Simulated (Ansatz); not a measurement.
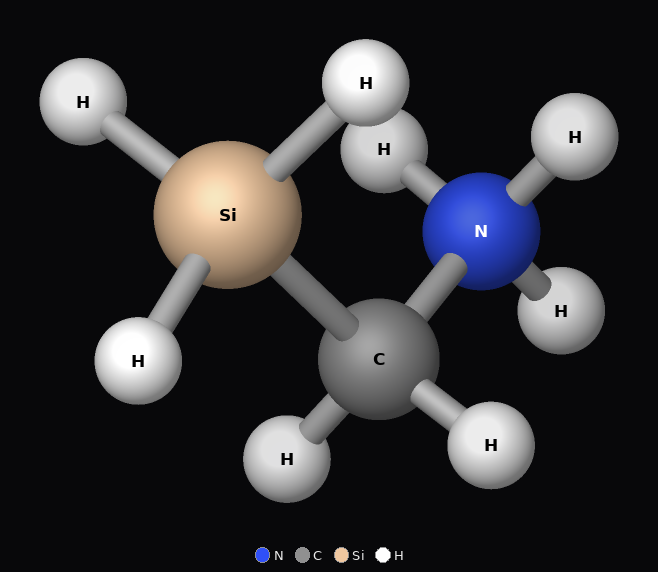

Every bond is drawn as one stick, whatever its order.

The species has charge +1 and is a spin singlet. The computed structure is the end point of a PBE0-D4/def2-TZVP optimisation. No frequency run is at hand to confirm it as a minimum.

Which formula does it have?

Answer. CH₈NSi⁺, 11 atoms: 1 carbon, 8 hydrogen, 1 nitrogen and 1 silicon.

Which point group does it belong to?

Answer. Cs.

How many sets of symmetry-equivalent atoms are there?

Answer. 8: 1 N, 1 C, 1 Si, 1 H, 2 H, 2 H, 2 H, 1 H.

Does it have rings?

Answer. It has no ring.
